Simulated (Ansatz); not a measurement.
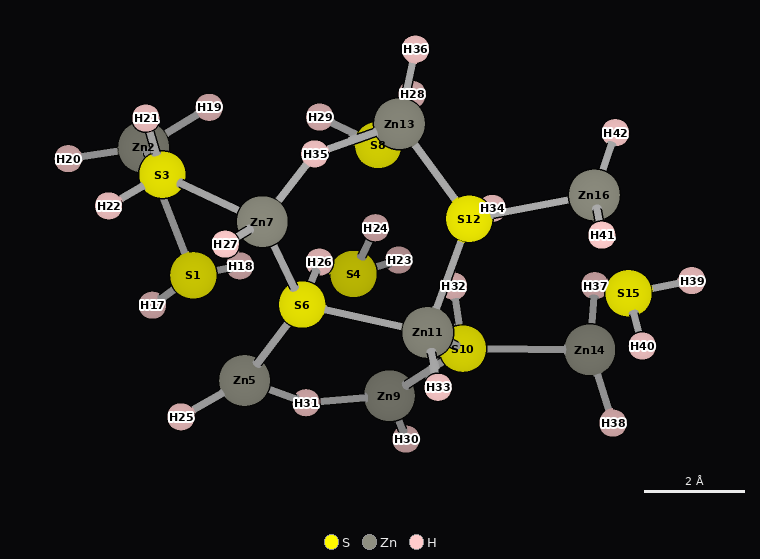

The starting structure (ball-and-stick view, seen at a tilt; atoms are numbered from 1 in the order of the input). Sticks mark near contacts.

# Geometry relaxation of Zn₈H₂₆S₈ (part 1 of 3)

- system: Zn₈H₂₆S₈ (Zn8S8 wurtzite bond disc)
- method: RKS PBE-D4/def2-SVP (Ansatz 0.2.0)

The run did not end well. The geometry: GFN1-xTB start.

**The input**
```yaml
crystal:
  periodic: [false, false, false]
  atoms:
    - {symbol: S, position_ang: [-2.457360, -3.260940, 0.100410]}
    - {symbol: Zn, position_ang: [-4.695600, -2.191050, -1.122930]}
    - {symbol: S, position_ang: [-4.551290, -0.400010, 0.982170]}
    - {symbol: S, position_ang: [0.459600, -2.830880, -1.922980]}
    - {symbol: Zn, position_ang: [-0.753590, -2.780900, 2.270100]}
    - {symbol: S, position_ang: [-0.862240, -0.367280, 1.966040]}
    - {symbol: Zn, position_ang: [-2.678570, 1.244070, 2.180470]}
    - {symbol: S, position_ang: [-0.938080, 0.554330, -2.034940]}
    - {symbol: Zn, position_ang: [2.154180, -2.952400, 0.282840]}
    - {symbol: S, position_ang: [2.593590, -0.605940, 0.354350]}
    - {symbol: Zn, position_ang: [1.439370, 0.868650, 1.936080]}
    - {symbol: S, position_ang: [0.860980, 2.704280, 0.422340]}
    - {symbol: Zn, position_ang: [-1.294980, 2.978730, -0.496670]}
    - {symbol: Zn, position_ang: [4.855180, 0.027440, -0.912050]}
    - {symbol: S, position_ang: [4.476640, 2.720020, -0.205270]}
    - {symbol: Zn, position_ang: [2.541480, 4.754830, -0.023640]}
    - {symbol: H, position_ang: [-2.675870, -4.554580, 0.159810]}
    - {symbol: H, position_ang: [-1.631750, -3.362400, -0.919000]}
    - {symbol: H, position_ang: [-3.990770, -1.311630, -2.191680]}
    - {symbol: H, position_ang: [-5.793920, -3.163950, -0.667150]}
    - {symbol: H, position_ang: [-5.527130, 0.437480, 0.714440]}
    - {symbol: H, position_ang: [-5.186780, -0.941660, 1.995410]}
    - {symbol: H, position_ang: [1.218910, -2.900600, -2.995720]}
    - {symbol: H, position_ang: [0.188960, -1.548150, -2.090100]}
    - {symbol: H, position_ang: [-1.498110, -3.466980, 3.412490]}
    - {symbol: H, position_ang: [-0.865860, -0.427550, 0.650760]}
    - {symbol: H, position_ang: [-3.269820, 1.542020, 3.557810]}
    - {symbol: H, position_ang: [-0.826650, 1.048110, -3.250050]}
    - {symbol: H, position_ang: [-2.164910, 0.114220, -2.237940]}
    - {symbol: H, position_ang: [3.095210, -4.098590, -0.058410]}
    - {symbol: H, position_ang: [0.699370, -3.230930, 1.431170]}
    - {symbol: H, position_ang: [1.837570, -0.303510, -0.680270]}
    - {symbol: H, position_ang: [2.014680, 1.135550, 3.329150]}
    - {symbol: H, position_ang: [1.341200, 2.174120, -0.682190]}
    - {symbol: H, position_ang: [-2.482730, 2.258150, 0.787770]}
    - {symbol: H, position_ang: [-1.824290, 3.919950, -1.574010]}
    - {symbol: H, position_ang: [4.406210, 0.126200, -2.398730]}
    - {symbol: H, position_ang: [5.976970, -0.359320, 0.089970]}
    - {symbol: H, position_ang: [5.435020, 3.279760, -0.909040]}
    - {symbol: H, position_ang: [5.139100, 2.817120, 0.923520]}
    - {symbol: H, position_ang: [2.865750, 5.335420, 1.373750]}
    - {symbol: H, position_ang: [2.370300, 5.018800, -1.548070]}
basis:
  gaussian: {orbitals: def2-SVP, fitting: {mean_field: def2-universal-jkfit}}
hamiltonian: {xc: pbe, dispersion: d4}
scf: {lower_state_search: "off"}
output: {orbitals: {seedname: orbitals}}
relax: {f_tol: 0.03, max_steps: 70}
```

Run on 2 CPU threads, shared host.

Launch command:
```bash
ansatz run in.yaml --threads 2 --pin off --events-out ev --progress --plain --max-ram 32768MiB --backend cuda --devices 0, --max-vram 18GiB
```

**The program's output**
```
Functional definition: PBE
  name "PBE"
  cite "Perdew, Burke & Ernzerhof, Phys. Rev. Lett. 77, 3865 (1996) doi:10.1103/PhysRevLett.77.3865"
  parent pbe
  parameter kappa = 0.804
  parameter beta = 0.06672455060314922
  exchange = pbe_x(kappa = kappa, mu = beta*pi^2/3)
  correlation = pbe_c(beta = beta)
these checks for a lower state are left out or cut short: stability, starts, cluster_reference, orbital_swaps, neighbouring_geometries, increment
3604 factors; integrals over basis functions are off by at most 3.4e-1 eV
mean field evaluation 1: about -474262.0427 eV, gradient 1.2e2 eV
mean field evaluation 2: about -474238.8143 eV, gradient 1.8e2 eV
mean field evaluation 4: about -474282.7121 eV, gradient 3.7e0 eV
mean field evaluation 8: about -474282.7350 eV, gradient 4.0e-1 eV
mean field evaluation 16: about -474282.7353 eV, gradient 1.2e-4 eV
mean field -474282.73528545 eV, -17429.5690413560 hartree, gradient 6.2e-6 eV, S^2 0.000000; 0 other end points of the search recorded, 0 dependent functions left out
the calculation of the forces begins
reference -474282.73541732 eV, -17429.5690462021 hartree; 197, 197 occupied and 325, 325 virtual orbitals, 3604 factors
relax step   1: F+E_penalty+E_count = -474284.84828471 eV  Δ(F+E_penalty+E_count) = +0.000e0 eV  max|allowed force component| = 1.806e0 eV/Å  Δτ_max = 0.0000 Å  (17 SCF iters, accepted)
these checks for a lower state are left out or cut short: stability, starts, cluster_reference, orbital_swaps, neighbouring_geometries, increment
3604 factors; integrals over basis functions are off by at most 3.5e-1 eV
mean field -474283.58195728 eV, -17429.6001559717 hartree, gradient 1.4e-6 eV, S^2 0.000000; 0 other end points of the search recorded, 0 dependent functions left out
the calculation of the forces begins
reference -474283.58208789 eV, -17429.6001607714 hartree; 197, 197 occupied and 325, 325 virtual orbitals, 3604 factors
relax step   2: F+E_penalty+E_count = -474285.74532721 eV  Δ(F+E_penalty+E_count) = -8.970e-1 eV  max|allowed force component| = 7.019e-1 eV/Å  Δτ_max = 0.1925 Å  (23 SCF iters, accepted)
[... from here on the SCF iterations and repeated set-up lines of each step are left out, up to the last step ...]
relax step   3: F+E_penalty+E_count = -474285.91527150 eV  Δ(F+E_penalty+E_count) = -1.699e-1 eV  max|allowed force component| = 3.407e-1 eV/Å  Δτ_max = 0.1943 Å  (18 SCF iters, accepted)
relax step   4: F+E_penalty+E_count = -474285.96684951 eV  Δ(F+E_penalty+E_count) = -5.158e-2 eV  max|allowed force component| = 4.922e-1 eV/Å  Δτ_max = 0.1948 Å  (18 SCF iters, accepted)
relax step   5: F+E_penalty+E_count = -474286.00513870 eV  Δ(F+E_penalty+E_count) = -3.829e-2 eV  max|allowed force component| = 1.870e-1 eV/Å  Δτ_max = 0.1716 Å  (18 SCF iters, accepted)
relax step   6: F+E_penalty+E_count = -474286.01532418 eV  Δ(F+E_penalty+E_count) = -1.019e-2 eV  max|allowed force component| = 2.237e-1 eV/Å  Δτ_max = 0.2000 Å  (18 SCF iters, accepted)
relax step   7: F+E_penalty+E_count = -474286.04124813 eV  Δ(F+E_penalty+E_count) = -2.592e-2 eV  max|allowed force component| = 1.516e-1 eV/Å  Δτ_max = 0.1003 Å  (18 SCF iters, accepted)
relax step   8: F+E_penalty+E_count = -474286.05672462 eV  Δ(F+E_penalty+E_count) = -1.548e-2 eV  max|allowed force component| = 7.566e-2 eV/Å  Δτ_max = 0.2000 Å  (17 SCF iters, accepted)
relax step   9: F+E_penalty+E_count = -474286.07332903 eV  Δ(F+E_penalty+E_count) = -1.660e-2 eV  max|allowed force component| = 2.547e-1 eV/Å  Δτ_max = 0.1951 Å  (18 SCF iters, accepted)
relax step  10: F+E_penalty+E_count = -474286.09536657 eV  Δ(F+E_penalty+E_count) = -2.204e-2 eV  max|allowed force component| = 4.551e-1 eV/Å  Δτ_max = 0.1951 Å  (18 SCF iters, accepted)
relax step  11: F+E_penalty+E_count = -474286.14291265 eV  Δ(F+E_penalty+E_count) = -4.755e-2 eV  max|allowed force component| = 3.581e-1 eV/Å  Δτ_max = 0.1950 Å  (18 SCF iters, accepted)
relax step  12: F+E_penalty+E_count = -474286.20354699 eV  Δ(F+E_penalty+E_count) = -6.063e-2 eV  max|allowed force component| = 1.557e-1 eV/Å  Δτ_max = 0.1954 Å  (17 SCF iters, accepted)
relax step  13: F+E_penalty+E_count = -474286.26901154 eV  Δ(F+E_penalty+E_count) = -6.546e-2 eV  max|allowed force component| = 1.142e-1 eV/Å  Δτ_max = 0.1950 Å  (17 SCF iters, accepted)
relax step  14: F+E_penalty+E_count = -474286.32406912 eV  Δ(F+E_penalty+E_count) = -5.506e-2 eV  max|allowed force component| = 1.989e-1 eV/Å  Δτ_max = 0.1949 Å  (17 SCF iters, accepted)
relax step  15: F+E_penalty+E_count = -474286.35508317 eV  Δ(F+E_penalty+E_count) = -3.101e-2 eV  max|allowed force component| = 4.712e-1 eV/Å  Δτ_max = 0.1935 Å  (18 SCF iters, accepted)
relax step  16: F+E_penalty+E_count = -474286.38348880 eV  Δ(F+E_penalty+E_count) = -2.841e-2 eV  max|allowed force component| = 5.805e-1 eV/Å  Δτ_max = 0.1715 Å  (19 SCF iters, accepted)
relax step  17: F+E_penalty+E_count = -474286.45723517 eV  Δ(F+E_penalty+E_count) = -7.375e-2 eV  max|allowed force component| = 2.958e-1 eV/Å  Δτ_max = 0.1949 Å  (18 SCF iters, accepted)
relax step  18: F+E_penalty+E_count = -474286.54338100 eV  Δ(F+E_penalty+E_count) = -8.615e-2 eV  max|allowed force component| = 3.199e-1 eV/Å  Δτ_max = 0.1955 Å  (18 SCF iters, accepted)
relax step  19: F+E_penalty+E_count = -474286.65894411 eV  Δ(F+E_penalty+E_count) = -1.156e-1 eV  max|allowed force component| = 5.804e-1 eV/Å  Δτ_max = 0.1953 Å  (18 SCF iters, accepted)
relax step  20: F+E_penalty+E_count = -474286.80750788 eV  Δ(F+E_penalty+E_count) = -1.486e-1 eV  max|allowed force component| = 5.631e-1 eV/Å  Δτ_max = 0.1954 Å  (19 SCF iters, accepted)
relax step  21: F+E_penalty+E_count = -474286.91244665 eV  Δ(F+E_penalty+E_count) = -1.049e-1 eV  max|allowed force component| = 9.393e-1 eV/Å  Δτ_max = 0.1915 Å  (23 SCF iters, accepted)
relax step  22: F+E_penalty+E_count = -474287.11662634 eV  Δ(F+E_penalty+E_count) = -2.042e-1 eV  max|allowed force component| = 4.895e-1 eV/Å  Δτ_max = 0.2000 Å  (18 SCF iters, accepted)
relax step  23: F+E_penalty+E_count = -474287.25159006 eV  Δ(F+E_penalty+E_count) = -1.350e-1 eV  max|allowed force component| = 9.044e-1 eV/Å  Δτ_max = 0.1960 Å  (23 SCF iters, accepted)
relax step  24: F+E_penalty+E_count = -474287.44549679 eV  Δ(F+E_penalty+E_count) = -1.939e-1 eV  max|allowed force component| = 3.524e-1 eV/Å  Δτ_max = 0.2000 Å  (23 SCF iters, accepted)
relax step  25: F+E_penalty+E_count = -474287.57908516 eV  Δ(F+E_penalty+E_count) = -1.336e-1 eV  max|allowed force component| = 4.501e-1 eV/Å  Δτ_max = 0.1951 Å  (19 SCF iters, accepted)
relax step  26: F+E_penalty+E_count = -474287.69643062 eV  Δ(F+E_penalty+E_count) = -1.173e-1 eV  max|allowed force component| = 2.155e-1 eV/Å  Δτ_max = 0.2000 Å  (18 SCF iters, accepted)
relax step  27: F+E_penalty+E_count = -474287.79650251 eV  Δ(F+E_penalty+E_count) = -1.001e-1 eV  max|allowed force component| = 5.102e-1 eV/Å  Δτ_max = 0.1928 Å  (18 SCF iters, accepted)
relax step  28: F+E_penalty+E_count = -474287.93437980 eV  Δ(F+E_penalty+E_count) = -1.379e-1 eV  max|allowed force component| = 4.821e-1 eV/Å  Δτ_max = 0.1955 Å  (18 SCF iters, accepted)
relax step  29: F+E_penalty+E_count = -474288.01881152 eV  Δ(F+E_penalty+E_count) = -8.443e-2 eV  max|allowed force component| = 6.793e-1 eV/Å  Δτ_max = 0.1936 Å  (18 SCF iters, accepted)
relax step  30: F+E_penalty+E_count = -474288.15784492 eV  Δ(F+E_penalty+E_count) = -1.390e-1 eV  max|allowed force component| = 7.380e-1 eV/Å  Δτ_max = 0.1940 Å  (18 SCF iters, accepted)
relax step  31: F+E_penalty+E_count = -474288.24367349 eV  Δ(F+E_penalty+E_count) = -8.583e-2 eV  max|allowed force component| = 3.556e-1 eV/Å  Δτ_max = 0.1943 Å  (19 SCF iters, accepted)
relax step  32: F+E_penalty+E_count = -474288.31637322 eV  Δ(F+E_penalty+E_count) = -7.270e-2 eV  max|allowed force component| = 3.416e-1 eV/Å  Δτ_max = 0.1953 Å  (18 SCF iters, accepted)
relax step  33: F+E_penalty+E_count = -474288.36267201 eV  Δ(F+E_penalty+E_count) = -4.630e-2 eV  max|allowed force component| = 2.623e-1 eV/Å  Δτ_max = 0.1753 Å  (19 SCF iters, accepted)
relax step  34: F+E_penalty+E_count = -474288.40345775 eV  Δ(F+E_penalty+E_count) = -4.079e-2 eV  max|allowed force component| = 1.733e-1 eV/Å  Δτ_max = 0.1231 Å  (19 SCF iters, accepted)
relax step  35: F+E_penalty+E_count = -474288.42916429 eV  Δ(F+E_penalty+E_count) = -2.571e-2 eV  max|allowed force component| = 3.110e-1 eV/Å  Δτ_max = 0.1522 Å  (18 SCF iters, accepted)
relax step  36: F+E_penalty+E_count = -474288.44674785 eV  Δ(F+E_penalty+E_count) = -1.758e-2 eV  max|allowed force component| = 3.199e-1 eV/Å  Δτ_max = 0.0952 Å  (18 SCF iters, accepted)
relax step  37: F+E_penalty+E_count = -474288.46997507 eV  Δ(F+E_penalty+E_count) = -2.323e-2 eV  max|allowed force component| = 1.976e-1 eV/Å  Δτ_max = 0.1620 Å  (18 SCF iters, accepted)
relax step  38: F+E_penalty+E_count = -474288.48613778 eV  Δ(F+E_penalty+E_count) = -1.616e-2 eV  max|allowed force component| = 2.368e-1 eV/Å  Δτ_max = 0.1956 Å  (18 SCF iters, accepted)
relax step  39: F+E_penalty+E_count = -474288.50592616 eV  Δ(F+E_penalty+E_count) = -1.979e-2 eV  max|allowed force component| = 2.703e-1 eV/Å  Δτ_max = 0.1950 Å  (18 SCF iters, accepted)
relax step  40: F+E_penalty+E_count = -474288.53483019 eV  Δ(F+E_penalty+E_count) = -2.890e-2 eV  max|allowed force component| = 2.419e-1 eV/Å  Δτ_max = 0.1950 Å  (18 SCF iters, accepted)
relax step  41: F+E_penalty+E_count = -474288.56927264 eV  Δ(F+E_penalty+E_count) = -3.444e-2 eV  max|allowed force component| = 2.654e-1 eV/Å  Δτ_max = 0.1935 Å  (18 SCF iters, accepted)
relax step  42: F+E_penalty+E_count = -474288.60341199 eV  Δ(F+E_penalty+E_count) = -3.414e-2 eV  max|allowed force component| = 2.184e-1 eV/Å  Δτ_max = 0.1973 Å  (18 SCF iters, accepted)
relax step  43: F+E_penalty+E_count = -474288.63406343 eV  Δ(F+E_penalty+E_count) = -3.065e-2 eV  max|allowed force component| = 2.957e-1 eV/Å  Δτ_max = 0.1978 Å  (17 SCF iters, accepted)
relax step  44: F+E_penalty+E_count = -474288.66405072 eV  Δ(F+E_penalty+E_count) = -2.999e-2 eV  max|allowed force component| = 4.349e-1 eV/Å  Δτ_max = 0.1947 Å  (18 SCF iters, accepted)
relax step  45: F+E_penalty+E_count = -474288.69222695 eV  Δ(F+E_penalty+E_count) = -2.818e-2 eV  max|allowed force component| = 4.098e-1 eV/Å  Δτ_max = 0.1938 Å  (18 SCF iters, accepted)
relax step  46: F+E_penalty+E_count = -474288.71624330 eV  Δ(F+E_penalty+E_count) = -2.402e-2 eV  max|allowed force component| = 2.137e-1 eV/Å  Δτ_max = 0.1950 Å  (18 SCF iters, accepted)
relax step  47: F+E_penalty+E_count = -474288.73650000 eV  Δ(F+E_penalty+E_count) = -2.026e-2 eV  max|allowed force component| = 2.092e-1 eV/Å  Δτ_max = 0.1943 Å  (19 SCF iters, accepted)
relax step  48: F+E_penalty+E_count = -474288.74731565 eV  Δ(F+E_penalty+E_count) = -1.082e-2 eV  max|allowed force component| = 2.985e-1 eV/Å  Δτ_max = 0.1362 Å  (19 SCF iters, accepted)
relax step  49: F+E_penalty+E_count = -474288.75510081 eV  Δ(F+E_penalty+E_count) = -7.785e-3 eV  max|allowed force component| = 2.036e-1 eV/Å  Δτ_max = 0.0613 Å  (18 SCF iters, accepted)
relax step  50: F+E_penalty+E_count = -474288.76135762 eV  Δ(F+E_penalty+E_count) = -6.257e-3 eV  max|allowed force component| = 7.746e-2 eV/Å  Δτ_max = 0.1087 Å  (18 SCF iters, accepted)
relax step  51: F+E_penalty+E_count = -474288.76278359 eV  Δ(F+E_penalty+E_count) = -1.426e-3 eV  max|allowed force component| = 1.423e-1 eV/Å  Δτ_max = 0.0848 Å  (18 SCF iters, accepted)
relax step  52: F+E_penalty+E_count = -474288.76576202 eV  Δ(F+E_penalty+E_count) = -2.978e-3 eV  max|allowed force component| = 9.259e-2 eV/Å  Δτ_max = 0.0265 Å  (19 SCF iters, accepted)
relax step  53: F+E_penalty+E_count = -474288.73760461 eV  Δ(F+E_penalty+E_count) = +2.816e-2 eV  max|allowed force component| = 1.344e-1 eV/Å  Δτ_max = 0.2000 Å  (19 SCF iters, rejected (line search))
relax step  54: F+E_penalty+E_count = -474288.76860528 eV  Δ(F+E_penalty+E_count) = -2.843e-3 eV  max|allowed force component| = 5.962e-2 eV/Å  Δτ_max = 0.0835 Å  (18 SCF iters, accepted)
relax step  55: F+E_penalty+E_count = -474288.76934727 eV  Δ(F+E_penalty+E_count) = -7.420e-4 eV  max|allowed force component| = 6.972e-2 eV/Å  Δτ_max = 0.0504 Å  (19 SCF iters, accepted)
relax step  56: F+E_penalty+E_count = -474288.77078768 eV  Δ(F+E_penalty+E_count) = -1.440e-3 eV  max|allowed force component| = 6.507e-2 eV/Å  Δτ_max = 0.0408 Å  (19 SCF iters, accepted)
relax step  57: F+E_penalty+E_count = -474288.77275287 eV  Δ(F+E_penalty+E_count) = -1.965e-3 eV  max|allowed force component| = 4.619e-2 eV/Å  Δτ_max = 0.1015 Å  (18 SCF iters, accepted)
relax step  58: F+E_penalty+E_count = -474288.77394314 eV  Δ(F+E_penalty+E_count) = -1.190e-3 eV  max|allowed force component| = 5.717e-2 eV/Å  Δτ_max = 0.0708 Å  (18 SCF iters, accepted)
relax step  59: F+E_penalty+E_count = -474288.77550610 eV  Δ(F+E_penalty+E_count) = -1.563e-3 eV  max|allowed force component| = 8.980e-2 eV/Å  Δτ_max = 0.0879 Å  (18 SCF iters, accepted)
relax step  60: F+E_penalty+E_count = -474288.77716155 eV  Δ(F+E_penalty+E_count) = -1.655e-3 eV  max|allowed force component| = 1.091e-1 eV/Å  Δτ_max = 0.0907 Å  (18 SCF iters, accepted)
relax step  61: F+E_penalty+E_count = -474288.77874928 eV  Δ(F+E_penalty+E_count) = -1.588e-3 eV  max|allowed force component| = 1.623e-1 eV/Å  Δτ_max = 0.1750 Å  (19 SCF iters, accepted)
relax step  62: F+E_penalty+E_count = -474288.78060009 eV  Δ(F+E_penalty+E_count) = -1.851e-3 eV  max|allowed force component| = 1.220e-1 eV/Å  Δτ_max = 0.0796 Å  (19 SCF iters, accepted)
relax step  63: F+E_penalty+E_count = -474288.78211038 eV  Δ(F+E_penalty+E_count) = -1.510e-3 eV  max|allowed force component| = 6.341e-2 eV/Å  Δτ_max = 0.0690 Å  (18 SCF iters, accepted)
relax step  64: F+E_penalty+E_count = -474288.78437656 eV  Δ(F+E_penalty+E_count) = -2.266e-3 eV  max|allowed force component| = 2.362e-2 eV/Å  Δτ_max = 0.0476 Å  (19 SCF iters, accepted)
relax step  65: F+E_penalty+E_count = -474288.78557269 eV  Δ(F+E_penalty+E_count) = -1.196e-3 eV  max|allowed force component| = 2.028e-2 eV/Å  Δτ_max = 0.0773 Å  (18 SCF iters, accepted)
relax step  66: F+E_penalty+E_count = -474288.78665598 eV  Δ(F+E_penalty+E_count) = -1.083e-3 eV  max|allowed force component| = 3.188e-2 eV/Å  Δτ_max = 0.1169 Å  (19 SCF iters, accepted)
relax step  67: F+E_penalty+E_count = -474288.78740930 eV  Δ(F+E_penalty+E_count) = -7.533e-4 eV  max|allowed force component| = 4.272e-2 eV/Å  Δτ_max = 0.0928 Å  (19 SCF iters, accepted)
relax step  68: F+E_penalty+E_count = -474288.78847783 eV  Δ(F+E_penalty+E_count) = -1.069e-3 eV  max|allowed force component| = 4.475e-2 eV/Å  Δτ_max = 0.0781 Å  (19 SCF iters, accepted)
relax step  69: F+E_penalty+E_count = -474288.79019333 eV  Δ(F+E_penalty+E_count) = -1.716e-3 eV  max|allowed force component| = 1.376e-1 eV/Å  Δτ_max = 0.1999 Å  (18 SCF iters, accepted)
these checks for a lower state are left out or cut short: stability, starts, cluster_reference, orbital_swaps, neighbouring_geometries, increment
3604 factors; integrals over basis functions are off by at most 3.4e-1 eV
mean field -474286.35166977 eV, -17429.7019410284 hartree, gradient 1.4e-6 eV, S^2 0.000000; 0 other end points of the search recorded, 0 dependent functions left out
the calculation of the forces begins
reference -474286.35178941 eV, -17429.7019454251 hartree; 197, 197 occupied and 325, 325 virtual orbitals, 3604 factors
relax step  70: F+E_penalty+E_count = -474288.78870995 eV  Δ(F+E_penalty+E_count) = +1.483e-3 eV  max|allowed force component| = 2.169e-1 eV/Å  Δτ_max = 0.1954 Å  (18 SCF iters, rejected (line search))
```

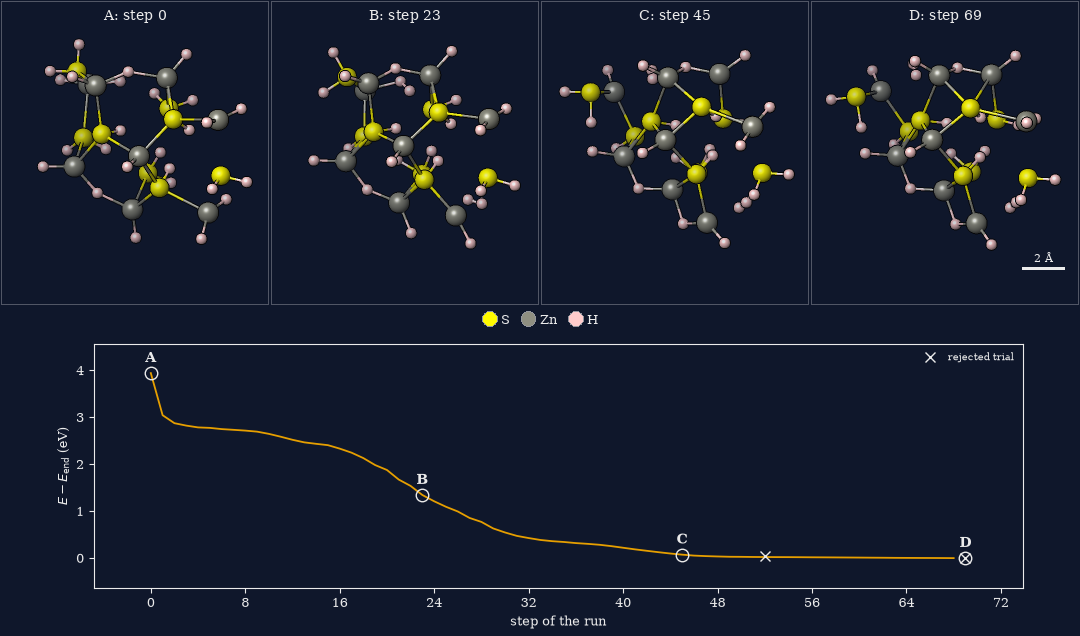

Frames of the relaxation (ball-and-stick view, seen at a tilt) above the curves, on which the letters mark them (the first geometry is step 0 here and step 1 in the log).
